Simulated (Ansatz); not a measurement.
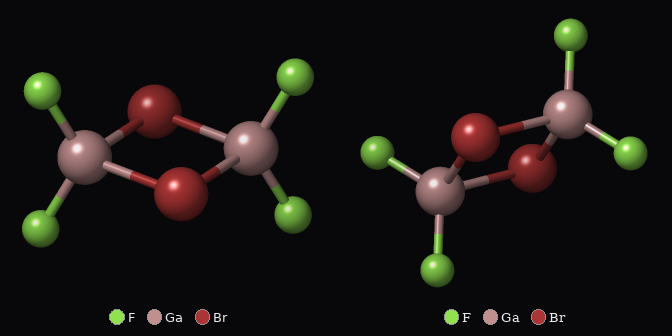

Both panels show the same species.

The geometry was computed by an optimisation with PBE0-D4/def2-TZVP.

Question: What is the molecular formula?

Answer: Ga2Br2F4, 8 atoms: 2 gallium, 2 bromine and 4 fluorine.

Question: What is its SMILES?

Answer: [F][Ga-]1([F])[Br+][Ga-]([F])([F])[Br+]1

Question: Count the bonded pairs by element.

Answer: 4 F–Ga, 4 Br–Ga.

The parts below concern this one geometry. Atoms keep their numbers from picture to picture.

Symmetry

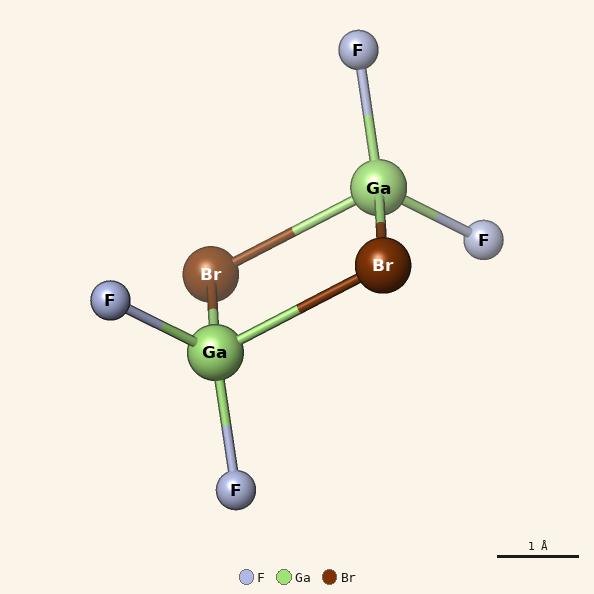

Depth is shown by fading: the farther an atom, the more it takes the colour of the background. Masses are those of the most abundant isotopes; constants are for the rigid equilibrium geometry.

Question: Classify the rotor and give the rotational constants (GHz).

Answer: An asymmetric top (D2h): A = 0.737, B = 0.495, C = 0.372 GHz. Ray's parameter κ is −0.32, nearer the prolate limit.

Vibrations

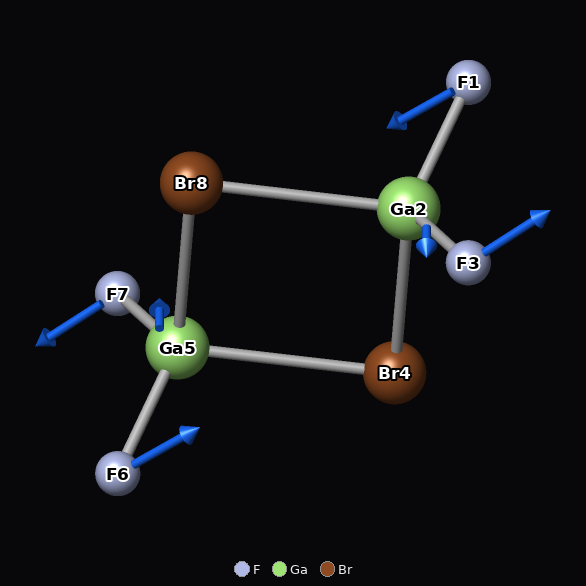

The arrows show one normal mode. Harmonic vibrations computed with RKS PBE0-D4/def2-TZVP (Ansatz 0.2.0) at a stationary point of the same level.

Question: Describe the motion.

Answer: Mostly Br–Ga–F bending.

Question: Estimate its harmonic wavenumber.

Answer: 107 cm⁻¹; it is mode 5 of 18 counted from the lowest.

Electronic properties

Level of theory: RKS r2SCANh-D4/def2-TZVPP (Ansatz 0.2.0).

Question: What is the HOMO–LUMO gap?

Answer: 7.07 eV.

Question: Estimate the HOMO energy (Kohn–Sham orbital).

Answer: −9.76 eV.

Question: Estimate the dispersion correction.

Answer: −8.8 kJ/mol.

Charges

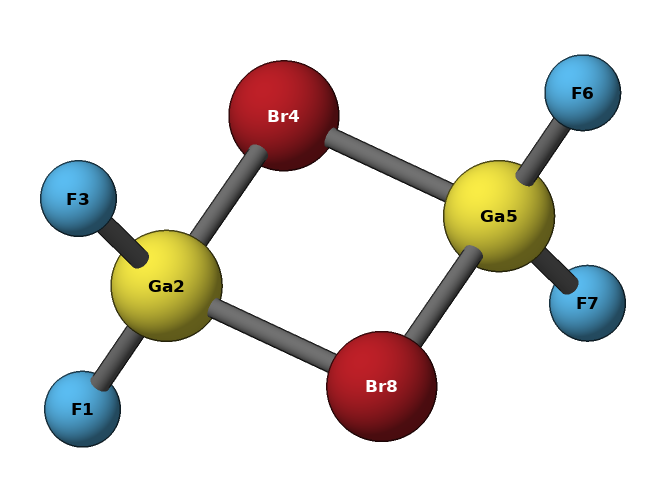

The questions are on Mulliken charges. Method: RKS ωB97M-V/def2-TZVPP (Ansatz 0.2.0).

Give the Mulliken charges atom by atom.

```csv
atom,value (e)
F1,−0.34
Ga2,0.81
F3,−0.34
Br4,−0.13
Ga5,0.81
F6,−0.34
F7,−0.34
Br8,−0.13
```

Mulliken values depend strongly on the basis set and can even reverse the polarity of a bond.
